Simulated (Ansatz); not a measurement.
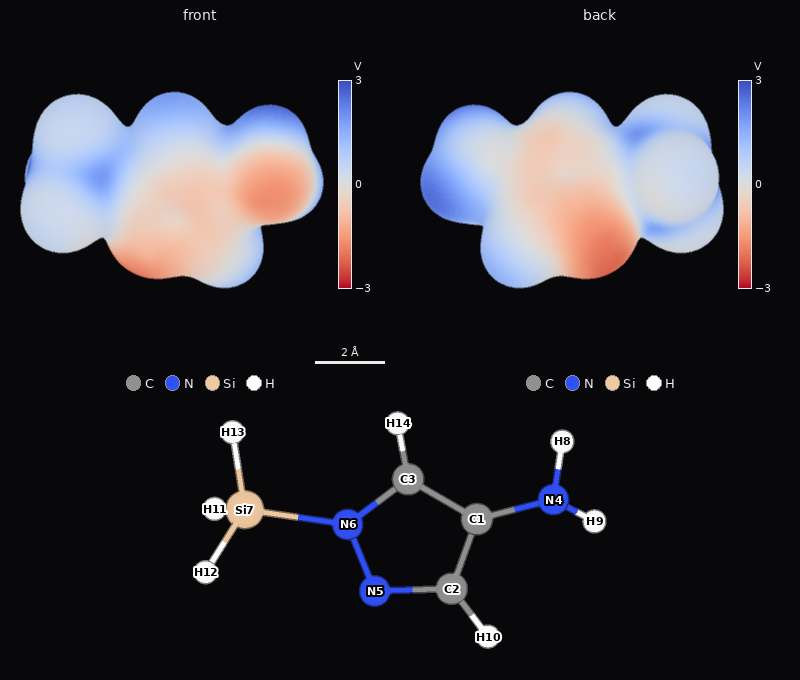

The picture shows: C3H7N3Si (SMILES Nc1cnn([SiH3])c1). The molecular electrostatic potential painted on the density surface at 0.004 e/bohr³, seen from the front and from behind; the colour scale runs from red (negative) to blue (positive). The bare structure is drawn below in the same view.

Geometry: B3LYP/def2-SVP.

All numbers below come from isolated molecule in a Gaussian basis; Kohn-Sham density functional theory, functional PBE0 (Ansatz 0.2.0).

Input file:

```
crystal:
  periodic: [false, false, false]
  atoms:
    - {symbol: C, position_ang: [-0.233856, 1.949686, -1.444712]}
    - {symbol: C, position_ang: [-0.127930, 0.683376, -2.093244]}
    - {symbol: C, position_ang: [-0.048329, 1.653871, -0.104270]}
    - {symbol: N, position_ang: [-0.406209, 3.194191, -2.056304]}
    - {symbol: N, position_ang: [0.098317, -0.295168, -1.228211]}
    - {symbol: N, position_ang: [0.151161, 0.289694, -0.012032]}
    - {symbol: Si, position_ang: [0.466971, -0.759162, 1.389158]}
    - {symbol: H, position_ang: [-0.792001, 3.907493, -1.445308]}
    - {symbol: H, position_ang: [-0.938711, 3.151846, -2.920157]}
    - {symbol: H, position_ang: [-0.210198, 0.469788, -3.159917]}
    - {symbol: H, position_ang: [-0.594853, -1.792565, 1.500154]}
    - {symbol: H, position_ang: [1.797492, -1.407629, 1.256343]}
    - {symbol: H, position_ang: [0.443812, 0.141740, 2.573943]}
    - {symbol: H, position_ang: [-0.037434, 2.296582, 0.773557]}
basis:
  gaussian: {orbitals: def2-SVPD}
hamiltonian: {xc: pbe0}
output: {forces: true, orbitals: {seedname: orbitals}}
```

Command:

```sh
ansatz run input.yaml --threads 2 --pin off --max-ram 5220MiB --events-out events.jsonl --progress --plain --runs-dir runs
```

Question: Where is the surface potential most negative and most positive?

Answer: The most negative region (about −2.1 V) lies over N5, the most positive (about +2.5 V) over Si7, H8 and H9. N5 is the likeliest acceptor of a hydrogen bond.

Question: How polar is the molecule by this calculation?

Answer: Its dipole moment is 2.52 D.
